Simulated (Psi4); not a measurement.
# BLYP/cc-pVDZ run of BBrCl2 (bromodichloroborane)

What is the vertical singlet–triplet gap of BBrCl2 (bromodichloroborane) at BLYP/cc-pVDZ? 

The calculation is run with Psi4 1.11.

1 further run of the same task is left out (set aside as unsound or not needed).

## 1. The system as given

BBrCl2: 4 atoms, total charge 0, spin state singlet. SMILES: `ClB(Cl)Br`. The coordinates come from a PBE0-D4/def2-TZVP relaxation.

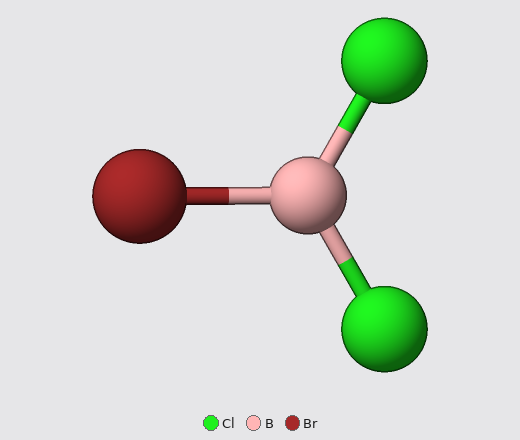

The structure, seen from a chosen angle (chlorine green, boron pink, bromine red).

## 2. A single-point energy at BLYP/cc-pVDZ

run.py

```python
import psi4

psi4.set_memory(1600000000)
psi4.set_num_threads(1)
psi4.core.set_output_file('run.log', False)

molecule = psi4.geometry("""
0 1
Cl     0.582100     0.666000     1.510800
B      0.037200    -0.038100     0.022100
Cl     0.444300    -1.679200    -0.365600
Br    -1.008100     0.991100    -1.187600
symmetry c1
no_reorient
no_com
""")

psi4.set_options({
    'basis': 'cc-pVDZ',
    'reference': 'rks',
    'puream': True,
    'e_convergence': 1e-09,
    'd_convergence': 1e-08,
    'scf_type': 'pk',
    'dft_radial_points': 99,
    'dft_spherical_points': 590,
})

e = psi4.energy('blyp', molecule=molecule)
print(f'blyp energy: {e:.10f} Eh')
```

On the command line:

```bash
python run.py
```

run.log, cut to the lines that bear on the results:

```text
[...]
  Running in c1 symmetry.
[...]
  Nuclear repulsion =  351.409229119585689
[...]
  Multiplicity = 1
[...]
  Nalpha       = 37
  Nbeta        = 37
[...]
    Number of basis functions: 77
[...]
   @RKS iter   1: -3519.30501801205855   -1.04231e+00   8.95331e-03 DIIS/ADIIS
[...]
   @RKS iter  11: -3519.50457910347723    9.09495e-13   4.38099e-09 DIIS
[...]
    Orbital Energies [Eh]
    ---------------------
    Doubly Occupied:
       1A   -481.168181     2A   -100.764224     3A   -100.764207
       4A    -61.868774     5A    -55.794343     6A    -55.792373
       7A    -55.791484     8A     -9.196120     9A     -9.196059
      10A     -8.426160    11A     -7.026175    12A     -7.026156
      13A     -7.020313    14A     -7.020295    15A     -7.017772
      16A     -7.017754    17A     -6.674253    18A     -6.305673
      19A     -6.298219    20A     -6.295332    21A     -2.509308
      22A     -2.507569    23A     -2.505488    24A     -2.499899
      25A     -2.499739    26A     -0.802125    27A     -0.764883
      28A     -0.724544    29A     -0.465708    30A     -0.400162
      31A     -0.387541    32A     -0.352100    33A     -0.298585
      34A     -0.295548    35A     -0.290943    36A     -0.275752
[...]
  @RKS Final Energy: -3519.50457910347723
   => Energetics <=
    Nuclear Repulsion Energy =            351.4092291195856887
    One-Electron Energy =               -5585.9848145885416670
    Two-Electron Energy =                1866.9723181264280356
    DFT Exchange-Correlation Energy =    -151.9013117609490564
    Empirical Dispersion Energy =           0.0000000000000000
    VV10 Nonlocal Energy =                  0.0000000000000000
    Total Energy =                      -3519.5045791034772265
[...]
 Multipole Moments:
 ------------------------------------------------------------------------------------
     Multipole            Electronic (a.u.)      Nuclear  (a.u.)        Total (a.u.)
 ------------------------------------------------------------------------------------
 L = 1.  Multiply by 2.5417464519 to convert [e a0] to [Debye]
 Dipole X            :         33.3474166          -33.3512095           -0.0037929
 Dipole Y            :        -32.6385146           32.6423732            0.0038586
 Dipole Z            :         41.5453740          -41.5495973           -0.0042233
 Magnitude           :                                                    0.0068637
[...]
```

Standard output:

```text
blyp energy: -3519.5045791035 Eh
```

It took 23 s on 1 thread of Intel Xeon Platinum 8488C (Sapphire Rapids), shared host; peak memory 0.93 GiB.

## 3. The triplet: energy and forces at UBLYP/cc-pVDZ

input.inp

```
memory 1600 MB

molecule {
  0 3
  Cl
  B 1 1.734618
  Cl 2 1.734719 1 120.13863
  Br 2 1.901389 1 119.93408 3 -179.98338
  symmetry c1
  no_reorient
  no_com
}

set {
  reference            uks
  puream               true
  e_convergence        1e-09
  d_convergence        1e-08
  scf_type             pk
  dft_radial_points    99
  dft_spherical_points 590
  maxiter              200
}

e, wfn = gradient("blyp/cc-pVDZ", return_wfn=True)
oeprop(wfn, "DIPOLE", "LOWDIN_CHARGES", "MULLIKEN_CHARGES", title="BLYP")
```

On the command line:

```bash
psi4 input.inp input.out -n 1
```

input.out, cut to the lines that bear on the results:

```text
[...]
  Running in c1 symmetry.
[...]
  Nuclear repulsion =  351.409230160334801
[...]
  Multiplicity = 3
[...]
  Nalpha       = 38
  Nbeta        = 36
[...]
    Number of basis functions: 77
[...]
   @UKS iter   1: -3519.07683079140679   -8.14122e-01   9.50610e-03 ADIIS/DIIS
[...]
   @UKS iter  15: -3519.32564056246474   -1.04592e-11   7.88174e-09 DIIS
[...]
   @S^2 Observed:                2.003189466E+00
[...]
  @UKS Final Energy: -3519.32564056246474
   => Energetics <=
    Nuclear Repulsion Energy =            351.4092301603348005
    One-Electron Energy =               -5585.0483659721503500
    Two-Electron Energy =                1866.2043253885640297
    DFT Exchange-Correlation Energy =    -151.8908301392134774
    Empirical Dispersion Energy =           0.0000000000000000
    VV10 Nonlocal Energy =                  0.0000000000000000
    Total Energy =                      -3519.3256405624647414
[...]
  -Total Gradient:
     Atom            X                  Y                   Z
    ------   -----------------  -----------------  -----------------
       1        0.000006257951    -0.002104291668     0.042313281982
       2       -0.000026392309    -0.005547366679    -0.003235942871
       3        0.000006257168     0.035498440301    -0.023042741803
       4        0.000013826231    -0.027860138259    -0.016042299236
[...]
 Multipole Moments:
 ------------------------------------------------------------------------------------
     Multipole            Electronic (a.u.)      Nuclear  (a.u.)        Total (a.u.)
 ------------------------------------------------------------------------------------
 L = 1.  Multiply by 2.5417464519 to convert [e a0] to [Debye]
 Dipole X            :         -0.0016429            0.0013824           -0.0002605
 Dipole Y            :          7.3496712           -7.0712102            0.2784610
 Dipole Z            :          4.2317180           -4.0713879            0.1603302
 Magnitude           :                                                    0.3213197
[...]
```

Run time: 99 s. Hardware: 1 thread of Intel Xeon Platinum 8488C (Sapphire Rapids), shared host; peak memory 0.93 GiB.

## 4. Summary of results

At BLYP/cc-pVDZ:

```
                                        quantity           value
                           singlet: total energy  -3519.50458 Eh
                          singlet: dipole moment          0.02 D
                            singlet: HOMO energy        -6.93 eV
                            singlet: LUMO energy        -2.24 eV
                          singlet: HOMO–LUMO gap         4.68 eV
                           triplet: total energy  -3519.32564 Eh
                          triplet: dipole moment          0.82 D
     triplet: HOMO energy (highest over α and β)        -2.09 eV
                                   triplet: ⟨S²⟩           2.003
               triplet: largest force on an atom      2.179 eV/Å
vertical energy of the triplet above the singlet        4.869 eV
```

What this shows: At this shape the triplet lies 4.87 eV (470 kJ/mol) above the singlet. Mulliken charges (triplet) run from -0.25 on B2 to +0.14 on Br4.
